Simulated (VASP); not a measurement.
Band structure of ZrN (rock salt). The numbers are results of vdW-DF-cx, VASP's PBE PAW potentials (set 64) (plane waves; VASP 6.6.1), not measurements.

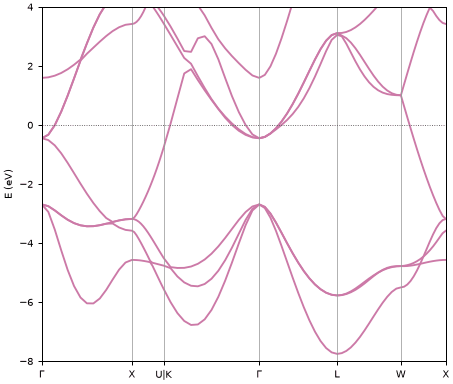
Fig. 1. Bands along high-symmetry lines, zero at the valence-band maximum or, without a gap, the Fermi level

Question: Read the plot: is there a gap, and where are the band edges?

Answer: It has no gap at this level: it comes out as a metal or semimetal. (Edges off the drawn lines would not show.)

The compound is ZrN in the rock salt structure. It was relaxed first. The electron count is odd and the run is not spin-polarised, which forces a metal.
